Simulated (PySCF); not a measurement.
SMILES F[Si](F)(F)[SiH2][CH2][GeH3] (CH7F3GeSi2) at its GFN2-xTB optimised geometry (Å):

```
14

F      2.7473     2.1286    -1.6499
Si     2.5924     0.5529    -1.8163
F      4.0347     0.1319    -2.3427
F      1.7164     0.4598    -3.1441
Si     1.8385    -0.6000     0.0000
C     -0.0616    -0.6000     0.0000
Ge    -0.8342     1.2169     0.0000
H      2.3316     0.0273     1.2368
H      2.3237    -1.9903    -0.0268
H     -0.4293    -1.1403     0.8721
H     -0.4362    -1.1301    -0.8771
H     -0.3829     1.9903     1.1975
H     -0.4430     1.9775    -1.2230
H     -2.3316     1.1512     0.0449
```

Calculation: PBE0/def2-TZVP (PySCF 2.14.0). Cells within 0.4 Å of a nucleus heavier than hydrogen are left out (blank, or x).

Map of the electron localisation function on the plane z = 0.0 Å:

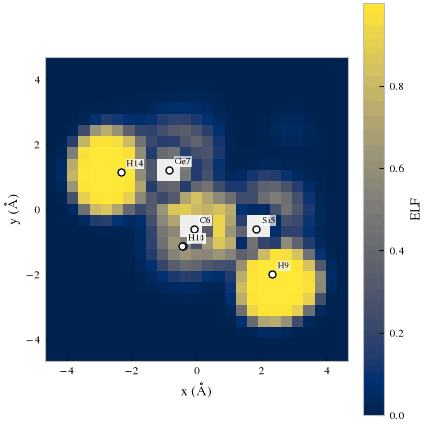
Figure: Electron localisation function on the plane z = 0.0 Å.
